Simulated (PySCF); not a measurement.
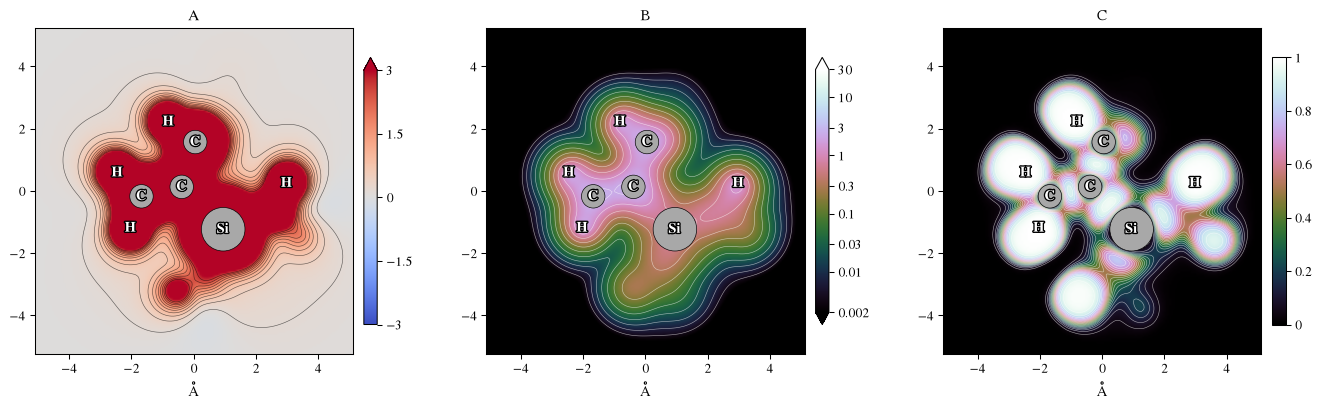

C7H16Si: 3 fields on the plane of atoms C1, C2 and Si5, with unlabelled colour scales. Grey discs cover the atomic cores.

Geometry: GFN2-xTB.

Level of theory: PySCF, PBE0/pcSseg-1, SCF density, gas phase, non-relativistic.

```xyz
24

C     0.2772   -1.0491   -2.0623
C     0.5276   -0.2889   -1.0042
C     1.9335    0.1618   -0.7156
C     2.5042   -0.5483    0.5100
Si   -0.8637    0.2289    0.1896
C    -1.1896   -1.1578    1.4635
C    -2.4673    0.5419   -0.7964
C    -0.4014    1.8437    1.0978
H    -0.7148   -1.3984   -2.2934
H     1.0528   -1.3558   -2.7493
H     1.9401    1.2393   -0.5385
H     2.5733   -0.0439   -1.5776
H     3.5274   -0.2278    0.6942
H     1.9088   -0.3261    1.3914
H     2.4998   -1.6250    0.3566
H    -1.4557   -2.0854    0.9658
H    -2.0081   -0.8936    2.1265
H    -0.3192   -1.3576    2.0807
H    -2.8441   -0.3715   -1.2446
H    -3.2478    0.9335   -0.1513
H    -2.3089    1.2595   -1.5955
H    -0.2153    2.6522    0.3968
H     0.4872    1.7284    1.7106
H    -1.2078    2.1600    1.7528
```

> Which field does each panel show? The fields are: electron density, electron localisation function and electrostatic potential.

Panel A: electrostatic potential (strongly positive close to the atoms and fading to about zero outside). Panel B: electron density. Panel C: electron localisation function. From the grid: C–C (1.33 Å): ρ is about 2.3 e/Å³ halfway; the ELF peaks at about 0.90 between the atoms: a short, multiple covalent bond. C–Si (1.91 Å): the density is about 0.92 e/Å³ at the midpoint; the ELF peaks at about 0.95 between the atoms, as expected for localised, covalent bonding.
